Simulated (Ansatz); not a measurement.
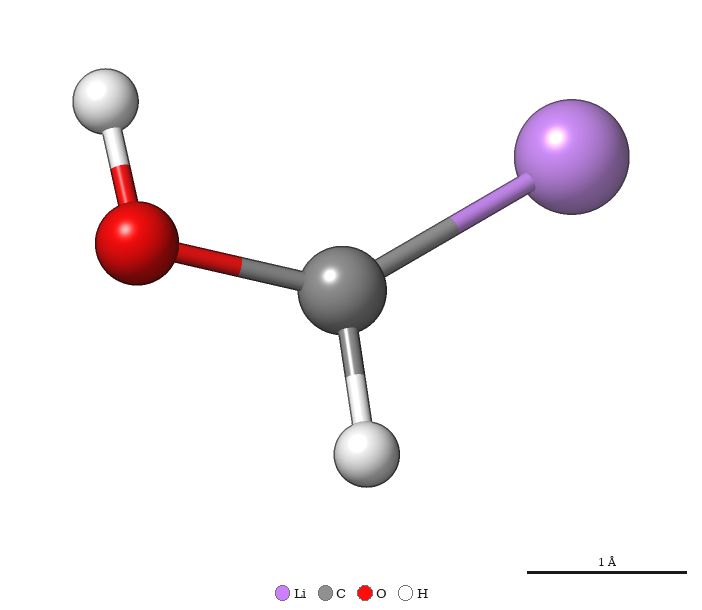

Rendered structure (ball-and-stick style).

The species is neutral and a spin doublet. The computed structure is the end point of a PBE0-D4/def2-TZVP optimisation. No frequency run is at hand to confirm it as a minimum.

What does the picture show?

It has 5 atoms: 1 carbon, 2 hydrogen, 1 lithium and 1 oxygen (CH₂LiO). This geometry has Cs symmetry. It is an open-shell species. All atoms lie on one plane. Coordination: 1 C trigonal planar; 1 O bent.

The parts below concern this one geometry. Atoms keep their numbers from picture to picture.

## Dipole moment

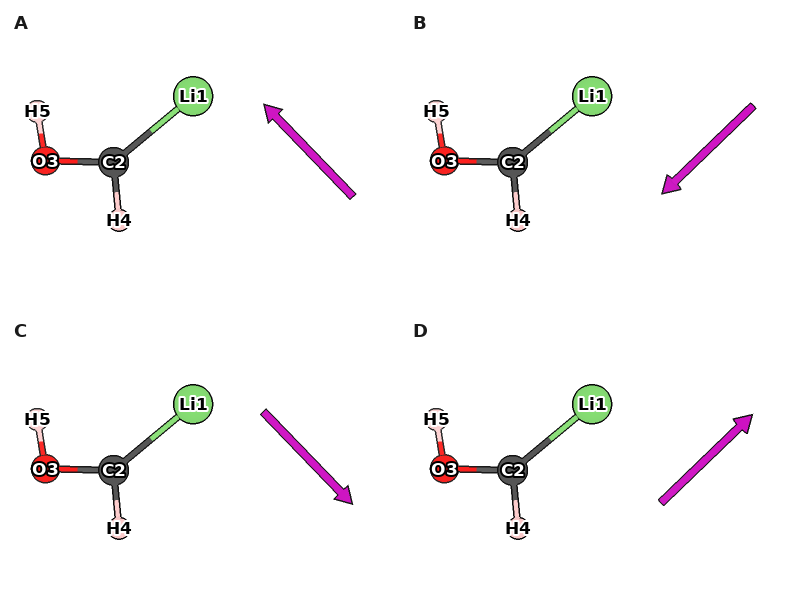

The same molecule four times, each with an arrow. No frequency run is at hand to confirm it as a minimum. Method: UKS PBE0-D4/def2-TZVP (Ansatz 0.2.0).

> Which arrow points along the dipole moment, from the negative to the positive end?

D. The dipole moment is 5.99 D; it points from the side of O3 to the side of Li1 (the outermost atoms at the two ends).

## Electronic properties

No frequency run is at hand to confirm it as a minimum. Properties computed with UKS PBE0-D4/def2-TZVPP (Ansatz 0.2.0).

Computed properties:

- HOMO energy (Kohn–Sham orbital): −3.35 eV
- ⟨S²⟩ of the determinant: 0.754

## Charges

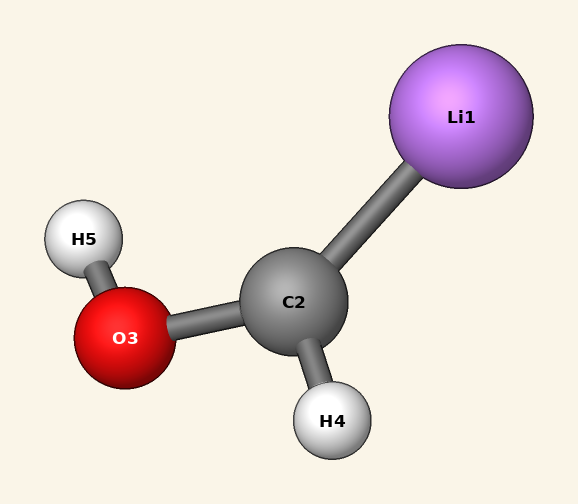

The questions are on Mulliken charges. No frequency run is at hand to confirm it as a minimum. Level of theory: UKS PBE0-D4/def2-TZVP (Ansatz 0.2.0).

Give the Mulliken charges atom by atom.

```csv
atom,value (e)
Li1,0.65
C2,−0.68
O3,−0.37
H4,0.10
H5,0.31
```

Mulliken values depend strongly on the basis set and can even reverse the polarity of a bond.
